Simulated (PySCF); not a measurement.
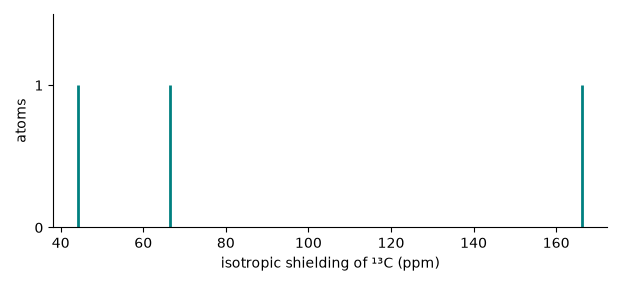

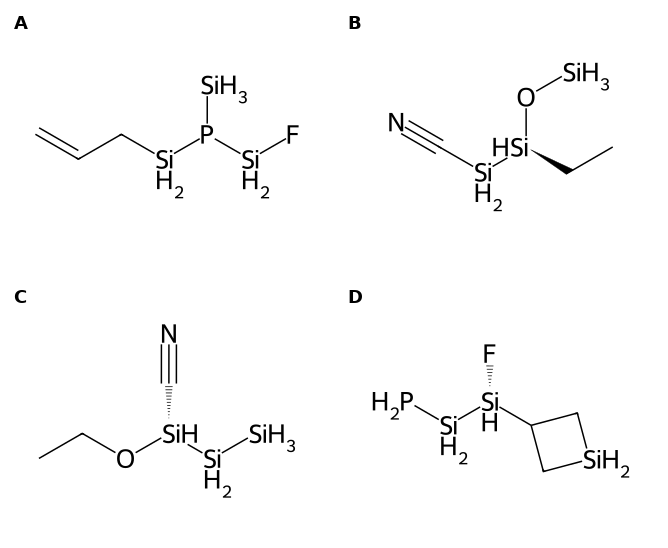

The sticks are computed shieldings of one of the molecules, for one fixed geometry (GFN2-xTB) without averaging over rotations. Low shielding means a high chemical shift. Method: GIAO PBE0/pcSseg-1 NMR shielding, non-relativistic, gas phase (PySCF 2.14.0).

**Which molecule gives this pattern?**

A, `C=CC[SiH2]P([SiH3])[SiH2]F`. Its 3 C atoms give lines at 44.3, 66.5, 166.2 ppm.

The geometry is semi-empirical. Around P, Si such bond lengths and angles can be off by a tenth of an ångström or more and by several degrees, and values that hang on the shape move with them.
